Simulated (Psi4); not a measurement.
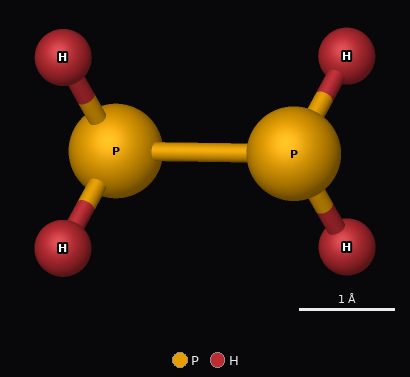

**Figure 1.** The input geometry (ball-and-stick view, seen on its broad side). Bond lengths as drawn: H–P 1.40 Å and P–P 2.15 Å.

**Single-point calculation of P₂H₄**

P₂H₄, computed with r2SCAN/aug-cc-pVDZ, RKS (Psi4 1.11).

The geometry comes from this level: GFN2-xTB.

What the program printed
```
Psi4 1.11 release

   => Loading Basis Set <=

    Name: AUG-CC-PVDZ
    Role: ORBITAL
    Keyword: BASIS

         ---------------------------------------------------------
                                   SCF
                              RKS Reference
                        1 Threads,   1525 MiB Core
         ---------------------------------------------------------

  ==> Geometry <==

    Molecular point group: c1
    Full point group: C1

    Geometry (in Angstrom), charge = 0, multiplicity = 1:

       Center              X                  Y                   Z               Mass
    ------------   -----------------  -----------------  -----------------  -----------------
         P           -0.283324378781    -0.174055234373    -1.024224521586    30.973761998420
         P            0.283365621219     0.173884765627     1.024005478414    30.973761998420
         H           -1.638244378781     0.065124765627    -0.785134521586     1.007825032230
         H           -0.441944378781    -1.548725234373    -0.844794521586     1.007825032230
         H            1.639045621219    -0.061305234373     0.790725478414     1.007825032230
         H            0.439875621219     1.550144765627     0.845935478414     1.007825032230

  Running in c1 symmetry.

  Rotational constants: A =      2.23565  B =      0.20788  C =      0.20635 [cm^-1]
  Rotational constants: A =  67023.20662  B =   6232.11898  C =   6186.35603 [MHz]
  Nuclear repulsion =   91.209731348264143

  Charge       = 0
  Multiplicity = 1
  Electrons    = 34
  Nalpha       = 17
  Nbeta        = 17

  ==> Algorithm <==

  SCF Algorithm Type is PK.
  DIIS enabled.
  MOM disabled.
  Fractional occupation disabled.
  Guess Type is SAD.
  Energy threshold   = 1.00e-06
  Density threshold  = 1.00e-06
  Integral threshold = 1.00e-12

  ==> Primary Basis <==

  Basis Set: AUG-CC-PVDZ
    Blend: AUG-CC-PVDZ
    Number of shells: 42
    Number of basis functions: 90
    Number of Cartesian functions: 94
    Spherical Harmonics?: true
    Max angular momentum: 2

  ==> DFT Potential <==

   => LibXC <=

    Version 7.1.2

   => Composite Functional: R2SCAN <=

    r2SCAN Meta-GGA XC Functional  (0.1021/acs.jpclett.0c02405)

    Deriv               =              1
    GGA                 =           TRUE
    Meta                =           TRUE

    Exchange Hybrid     =          FALSE
    MP2 Hybrid          =          FALSE

   => Exchange Functionals <=

    1.0000   XC_MGGA_X_R2SCAN

   => Correlation Functionals <=

    1.0000   XC_MGGA_C_R2SCAN

   => LibXC Density Thresholds  <==

    XC_MGGA_C_R2SCAN:  1.00E-15
    XC_MGGA_X_R2SCAN:  1.00E-11

   => Molecular Quadrature <=

    Radial Scheme          =       TREUTLER
    Pruning Scheme         =           NONE
    Nuclear Scheme         =       TREUTLER

    Blocking Scheme        =         OCTREE
    BS radius alpha        =              1
    Pruning alpha          =              1
    Radial Points          =             99
    Spherical Points       =            590
    Total Points           =         338479
    Total Blocks           =           2524
    Max Points             =            256
    Max Functions          =             90
    Weights Tolerance      =       1.00E-15

  ==> Integral Setup <==

  Using in-core PK algorithm.
   Calculation information:
      Number of atoms:                   6
      Number of AO shells:              42
      Number of primitives:            134
      Number of atomic orbitals:        94
      Number of basis functions:        90

      Integral cutoff                 1.00e-12
      Number of threads:                 1

  Performing in-core PK
  Using 16773120 doubles for integral storage.
  We computed 408142 shell quartets total.
  Whereas there are 408156 unique shell quartets.

  ==> DiskJK: Disk-Based J/K Matrices <==

    J tasked:                  Yes
    K tasked:                   No
    wK tasked:                  No
    Memory [MiB]:              500
    Schwarz Cutoff:          1E-12

  Cached 25.0% of DFT collocation blocks in 0.520 [GiB].

  Minimum eigenvalue in the overlap matrix is 2.9230365880E-04.
  Reciprocal condition number of the overlap matrix is 3.4565478274E-05.
    Using symmetric orthogonalization.

  ==> Pre-Iterations <==

  SCF Guess: Superposition of Atomic Densities via on-the-fly atomic UHF (no occupation information).

   -------------------------
    Irrep   Nso     Nmo
   -------------------------
     A         90      90
   -------------------------
    Total      90      90
   -------------------------

  ==> Iterations <==

                        Total Energy        Delta E     RMS |[F,P]|

   @RKS iter SAD:  -684.82829358694698   -6.84828e+02   0.00000e+00
   @RKS iter   1:  -684.95231851576284   -1.24025e-01   3.82472e-03 ADIIS/DIIS
   @RKS iter   2:  -684.96967161249245   -1.73531e-02   3.44144e-03 ADIIS/DIIS
   @RKS iter   3:  -685.03518356127950   -6.55119e-02   5.33831e-04 ADIIS/DIIS
   @RKS iter   4:  -685.03709178731322   -1.90823e-03   5.08828e-05 DIIS
   @RKS iter   5:  -685.03710969790734   -1.79106e-05   1.00566e-05 DIIS
   @RKS iter   6:  -685.03711030134627   -6.03439e-07   3.26982e-06 DIIS
   @RKS iter   7:  -685.03711036860420   -6.72579e-08   7.34067e-07 DIIS
  Energy and wave function converged.

  ==> Post-Iterations <==

   Electrons on quadrature grid:
      Ntotal   =   34.0000000430 ; deviation = 4.300e-08

    Orbital Energies [Eh]
    ---------------------

    Doubly Occupied:

       1A    -76.780700     2A    -76.780598     3A     -6.481008
       4A     -6.480882     5A     -4.625903     6A     -4.625548
       7A     -4.625486     8A     -4.625439     9A     -4.621423
      10A     -4.621292    11A     -0.667853    12A     -0.558846
      13A     -0.395759    14A     -0.342259    15A     -0.327922
      16A     -0.306910    17A     -0.218486

    Virtual:

      18A     -0.019741    19A     -0.010063    20A     -0.002857
      21A      0.009958    22A      0.032759    23A      0.051957
      24A      0.054701    25A      0.073236    26A      0.087918
      27A      0.095911    28A      0.107883    29A      0.110210
      30A      0.118716    31A      0.122039    32A      0.128515
      33A      0.139934    34A      0.153911    35A      0.155570
      36A      0.192832    37A      0.217232    38A      0.245686
      39A      0.295624    40A      0.301816    41A      0.307544
      42A      0.350050    43A      0.362710    44A      0.363203
      45A      0.368229    46A      0.385403    47A      0.387043
      48A      0.399217    49A      0.440394    50A      0.449855
      51A      0.453365    52A      0.469356    53A      0.495117
      54A      0.498967    55A      0.551165    56A      0.598275
      57A      0.645335    58A      0.647256    59A      0.647955
      60A      0.675118    61A      0.707933    62A      0.754344
      63A      0.793161    64A      0.797938    65A      0.809205
      66A      0.814480    67A      0.822656    68A      0.858666
      69A      0.863427    70A      0.962441    71A      0.974730
      72A      1.042033    73A      1.071172    74A      1.095752
      75A      1.100543    76A      1.118060    77A      1.389180
      78A      1.460035    79A      1.572265    80A      1.621115
      81A      1.649701    82A      1.758092    83A      1.780950
      84A      1.817560    85A      1.829928    86A      1.860738
      87A      2.122219    88A      2.125461    89A      2.140169
      90A      2.154791

    Final Occupation by Irrep:
              A
    DOCC [    17 ]
    NA   [    17 ]
    NB   [    17 ]

  @RKS Final Energy:  -685.03711036860420

   => Energetics <=

    Nuclear Repulsion Energy =             91.2097313482641425
    One-Electron Energy =               -1127.8454315111380311
    Two-Electron Energy =                 399.5239331508588521
    DFT Exchange-Correlation Energy =     -47.9253433565891527
    Empirical Dispersion Energy =           0.0000000000000000
    VV10 Nonlocal Energy =                  0.0000000000000000
    Total Energy =                       -685.0371103686042034

Computation Completed

Properties will be evaluated at   0.000000,   0.000000,   0.000000 [a0]

Properties computed using the SCF density matrix

 Multipole Moments:

 ------------------------------------------------------------------------------------
     Multipole            Electronic (a.u.)      Nuclear  (a.u.)        Total (a.u.)
 ------------------------------------------------------------------------------------

 L = 1.  Multiply by 2.5417464519 to convert [e a0] to [Debye]
 Dipole X            :          0.0014992           -0.0012262            0.0002730
 Dipole Y            :         -0.0056599            0.0050683           -0.0005916
 Dipole Z            :         -0.0068599            0.0065125           -0.0003474
 Magnitude           :                                                    0.0007384

 ------------------------------------------------------------------------------------

	total time  =         77 seconds =       1.28 minutes

    Psi4 run time: 0:01:17.05
```

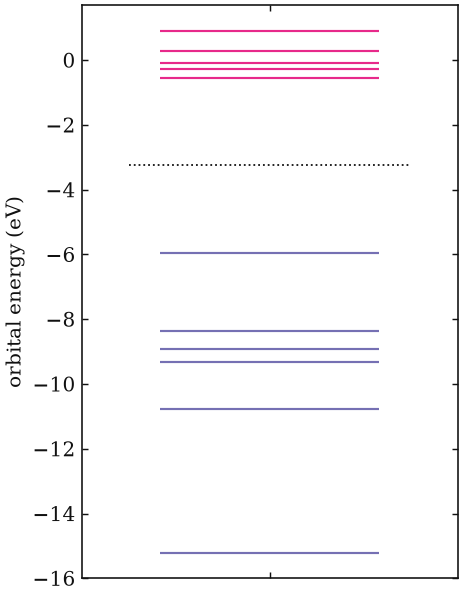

**Figure 2.** Orbital energies near the frontier; the dotted line parts filled from empty levels, and levels within 0.02 eV of each other stand side by side. Highest filled −5.95 eV, lowest empty −0.54 eV, 5.41 eV apart.

The run was set up as follows.

Input file (input.in)
```
memory 1600 mb

molecule molecule1 {
  0 1
  P     -0.283120    -0.174900    -1.025310
  P      0.283570     0.173040     1.022920
  H     -1.638040     0.064280    -0.786220
  H     -0.441740    -1.549570    -0.845880
  H      1.639250    -0.062150     0.789640
  H      0.440080     1.549300     0.844850
  symmetry c1
}

set basis aug-cc-pVDZ
set reference rks
set puream true
set scf_type pk
set dft_radial_points 99
set dft_spherical_points 590

e, wfn = energy("r2scan", return_wfn=True)
```

Command:
```bash
psi4 -i input.in -o input.out -n 1
```

Key numbers

| quantity | value |
| --- | --- |
| outcome | converged |
| total energy | −685.037110 hartree |
| basis functions | 90 |
| HOMO | −5.95 eV |
| LUMO | −0.54 eV |
| dipole moment | 0.00 D |
| hardware | 1 thread of Intel Xeon @ 2.50GHz (Skylake/Cascade Lake), 189 GiB of memory available, shared host |
| wall time | 80 s |
| peak memory | 0.97 GiB |
